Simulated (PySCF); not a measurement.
## BSiPH5Cl: one change and its effect

System: BSiPH5Cl, SMILES BP[SiH2]Cl.
Method of the first run: GIAO PBE0/STO-3G NMR shielding, non-relativistic, gas phase (PySCF 2.14.0).

The geometry comes from this level: PBE0-D3(BJ)/def2-SVP. Text and figures count atoms from 1; the logs count them from 0 in places.

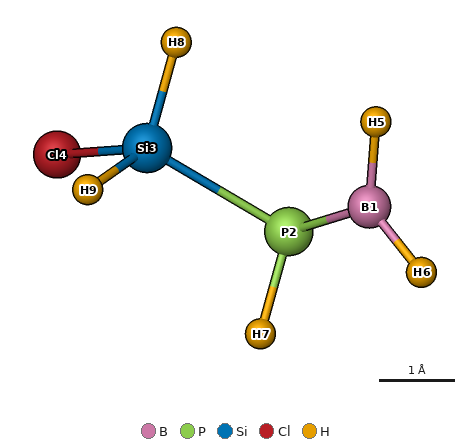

**Figure 1.** The structure as given in the input (ball-and-stick view, seen at a tilt; atoms are numbered from 1 in the order of the input).

**Input file, the first run**
```
{"job": {"kind": "nmr", "xc": "PBE0", "basis": "STO-3G", "pop": true}, "charge": 0, "multiplicity": 1}
B      0.895426     0.017236    -0.877946
P      2.294959    -0.701529    -1.858047
Si     4.148518     0.040755    -0.860122
Cl     5.791549    -0.883731    -1.709294
H      0.948597    -0.038021     0.326596
H     -0.097954     0.403178    -1.440759
H      2.295299    -0.058135    -3.122942
H      4.040279    -0.346322     0.572475
H      4.353928     1.508488    -1.002562
```

The first line tells a small driver script what to run in PySCF; the rest is the geometry in Å.

Hardware: 1 CPU thread, shared host.

**Output (the first run)**
```
coarse grid: 9064 points
cycle   1  E = -1105.9934687382  dE = -5.558e-01  |g| = 2.797e-01  |ddm| = 3.360e+00
cycle   2  E = -1106.0111924937  dE = -1.772e-02  |g| = 2.364e-01  |ddm| = 1.100e+00
cycle   3  E = -1106.0352218286  dE = -2.403e-02  |g| = 2.452e-02  |ddm| = 4.755e-01
cycle   4  E = -1106.0354575269  dE = -2.357e-04  |g| = 1.074e-02  |ddm| = 6.744e-02
cycle   5  E = -1106.0355070105  dE = -4.948e-05  |g| = 1.162e-03  |ddm| = 2.063e-02
cycle   6  E = -1106.0355077279  dE = -7.174e-07  |g| = 1.189e-04  |ddm| = 3.019e-03
final grid: 73672 points
cycle   7  E = -1105.9939229737  dE = -5.463e-08  |g| = 4.069e-03  |ddm| = 1.318e-02
cycle   8  E = -1105.9939187320  dE =  4.242e-06  |g| = 5.125e-03  |ddm| = 1.640e-02
cycle   9  E = -1105.9939300351  dE = -1.130e-05  |g| = 7.494e-05  |ddm| = 9.305e-03
cycle  10  E = -1105.9939300380  dE = -2.878e-09  |g| = 2.291e-05  |ddm| = 2.069e-04
cycle  11  E = -1105.9939300382  dE = -2.160e-10  |g| = 5.719e-06  |ddm| = 4.773e-05
converged SCF energy = -1105.9939300382

GIAO shielding tensors (ppm)
atom      isotropic    diamagn.    paramagn.     s11        s22        s33       span
  0 B       36.678     202.230    -165.553    -76.007     23.899    162.141    238.148
  1 P      659.279     958.125    -298.847    521.311    717.976    738.549    217.238
  2 Si     525.364     867.127    -341.763    441.997    536.332    597.764    155.766
  3 Cl    1198.306    1125.546      72.761   1072.686   1247.554   1274.678    201.992
  4 H       25.044      35.215     -10.171     16.045     28.020     31.067     15.022
  5 H       25.004      33.493      -8.489     17.047     28.275     29.689     12.642
  6 H       30.530      30.398       0.132     25.195     29.106     37.289     12.094
  7 H       29.129      31.243      -2.114     24.540     27.221     35.627     11.087
  8 H       29.638      29.660      -0.022     24.946     27.662     36.306     11.360
```

The second run used a changed input.

**The two runs side by side**

| quantity | the first run | the second run |
| --- | --- | --- |
| outcome | converged | converged |
| total energy (hartree) | −1105.993930 | −1118.530625 |
| HOMO (eV) | −4.94 | −7.72 |
| LUMO (eV) | 1.48 | −2.09 |
| dipole moment (D) | 1.82 | 1.13 |
| shielding of B1 (ppm) | 36.7 | 22.6 |
| shielding of P2 (ppm) | 659.3 | 418.5 |
| shielding of Si3 (ppm) | 525.4 | 356.1 |
| shielding of Cl4 (ppm) | 1198.3 | 947.5 |
| shielding of H7 (ppm) | 30.5 | 27.2 |
| shielding of H8 (ppm) | 29.1 | 25.5 |
| shielding of H9 (ppm) | 29.6 | 25.4 |
| SCF iterations | 11 | 12 |
| basis functions | 37 | 162 |
| wall time (shared host) | 2.2 s | 12 s |

Which change of the input explains these differences?

The change (lines with − go, lines with + come):
```diff
-"basis": "STO-3G"
+"basis": "6-311+G(2d,p)"
```

The total energy of the second run is 7866.9 kcal/mol lower, which measures the change of basis and not a stability. The HOMO goes from −4.94 to −7.72 eV. The LUMO goes from 1.48 to −2.09 eV. The dipole moment goes from 1.82 to 1.13 D. Of all shieldings, the largest change is that of Cl4, by −250.8 ppm. Diffuse functions give room to the loosely bound empty orbitals, which lowers the LUMO. The SCF takes 12 iterations against 11. The basis functions go from 37 to 162.

**Output (the second run)**
```
coarse grid: 9064 points
cycle   1  E = -1118.4970705134  dE =  3.106e-02  |g| = 3.135e-01  |ddm| = 2.325e+00
cycle   2  E = -1118.4923907601  dE =  4.680e-03  |g| = 3.109e-01  |ddm| = 6.300e-01
cycle   3  E = -1118.5186608340  dE = -2.627e-02  |g| = 5.296e-02  |ddm| = 3.766e-01
cycle   4  E = -1118.5194371377  dE = -7.763e-04  |g| = 1.562e-02  |ddm| = 6.702e-02
cycle   5  E = -1118.5195069049  dE = -6.977e-05  |g| = 3.863e-03  |ddm| = 2.130e-02
cycle   6  E = -1118.5195104403  dE = -3.535e-06  |g| = 1.428e-03  |ddm| = 6.238e-03
final grid: 73672 points
cycle   7  E = -1118.5306217553  dE = -2.303e-05  |g| = 3.717e-03  |ddm| = 2.049e-02
cycle   8  E = -1118.5306212660  dE =  4.893e-07  |g| = 3.718e-03  |ddm| = 7.054e-03
cycle   9  E = -1118.5306247244  dE = -3.458e-06  |g| = 5.186e-04  |ddm| = 4.046e-03
cycle  10  E = -1118.5306248147  dE = -9.032e-08  |g| = 1.437e-04  |ddm| = 7.918e-04
cycle  11  E = -1118.5306248208  dE = -6.086e-09  |g| = 3.692e-05  |ddm| = 1.961e-04
cycle  12  E = -1118.5306248212  dE = -3.747e-10  |g| = 1.176e-05  |ddm| = 5.449e-05
converged SCF energy = -1118.5306248212

GIAO shielding tensors (ppm)
atom      isotropic    diamagn.    paramagn.     s11        s22        s33       span
  0 B       22.633     198.497    -175.864    -76.766     -0.052    144.719    221.485
  1 P      418.544     969.921    -551.377    251.049    467.542    537.043    285.994
  2 Si     356.149     877.476    -521.327    296.132    361.116    411.198    115.066
  3 Cl     947.467    1143.622    -196.155    879.627    944.837   1017.935    138.308
  4 H       23.234      32.857      -9.623     14.340     26.717     28.643     14.303
  5 H       23.099      31.476      -8.376     15.003     26.552     27.744     12.741
  6 H       27.242      28.519      -1.277     23.009     26.285     32.434      9.425
  7 H       25.512      29.336      -3.823     21.715     24.290     30.532      8.817
  8 H       25.440      28.018      -2.579     21.023     24.911     30.385      9.363
```
